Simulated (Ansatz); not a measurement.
The calculation's input:

```
crystal:
  periodic: [false, false, false]
  atoms:
    - {symbol: C, position_ang: [1.679413, -0.255153, -1.435437]}
    - {symbol: C, position_ang: [0.460564, 0.013623, -0.619030]}
    - {symbol: N, position_ang: [-0.550439, -0.833591, -0.524171]}
    - {symbol: C, position_ang: [-0.601222, -2.087007, -1.215152]}
    - {symbol: Ga, position_ang: [-1.562298, 0.426272, 0.682459]}
    - {symbol: C, position_ang: [-1.612001, -0.150157, 2.567345]}
    - {symbol: N, position_ang: [0.244722, 1.106539, 0.091295]}
    - {symbol: C, position_ang: [1.159048, 2.205754, 0.193157]}
    - {symbol: H, position_ang: [2.170021, -1.167792, -1.087959]}
    - {symbol: H, position_ang: [2.391335, 0.566269, -1.385251]}
    - {symbol: H, position_ang: [1.401195, -0.416858, -2.479875]}
    - {symbol: H, position_ang: [-1.502706, -2.623616, -0.918209]}
    - {symbol: H, position_ang: [0.253805, -2.734278, -0.980459]}
    - {symbol: H, position_ang: [-0.638345, -1.969156, -2.306511]}
    - {symbol: H, position_ang: [-2.748188, 1.149487, -0.057939]}
    - {symbol: H, position_ang: [-1.781119, 0.700778, 3.232055]}
    - {symbol: H, position_ang: [-0.671783, -0.626609, 2.851760]}
    - {symbol: H, position_ang: [-2.423357, -0.862478, 2.737125]}
    - {symbol: H, position_ang: [0.730291, 2.961871, 0.851594]}
    - {symbol: H, position_ang: [1.350177, 2.691006, -0.772353]}
    - {symbol: H, position_ang: [2.126288, 1.915795, 0.622657]}
basis:
  gaussian: {orbitals: def2-TZVPP}
hamiltonian: {xc: pbe0, dispersion: d4}
output: {orbitals: {seedname: orbitals}}
```

Launched as:

```sh
ansatz run in.yaml --threads 4 --pin off --events-out ev --progress --plain --max-ram 41984MiB --backend cuda --devices 0, --max-vram 37GiB
```

Geometry: PBE0-D4/def2-TZVP.

Computed with RKS PBE0-D4/def2-TZVPP (Ansatz 0.2.0).

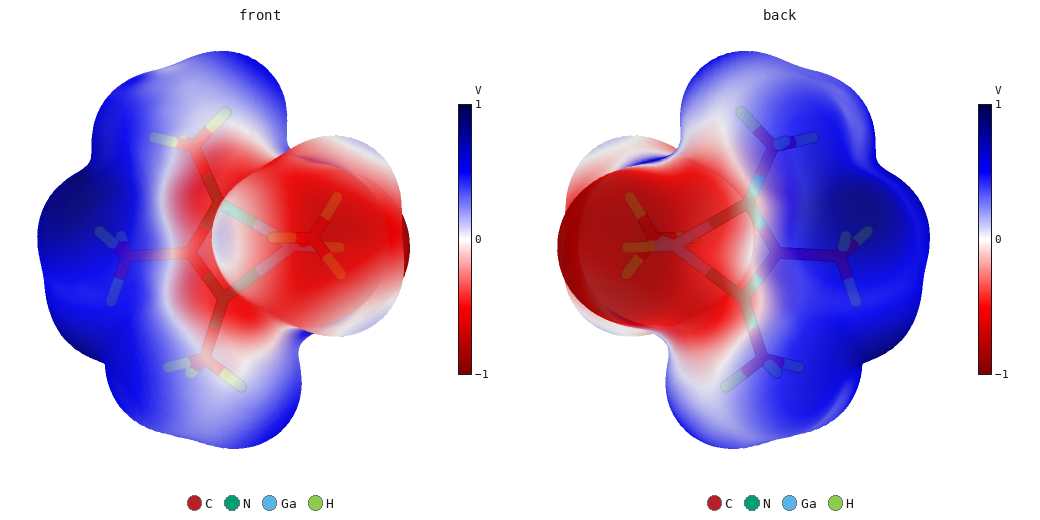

C₅H₁₃GaN₂ (SMILES CC1=[N+](C)[GaH-]([CH3])[N]1C). The molecular electrostatic potential painted on the density surface at 0.001 e/bohr³, seen from the front and from behind; the colour scale runs from red (negative) to blue (positive).

Describe the electrostatic potential map.

The most negative region (about −0.9 V, or −21 kcal/mol for a unit charge) lies over H15, the most positive (about +0.9 V, or +21 kcal/mol for a unit charge) over H9, H10 and H11.
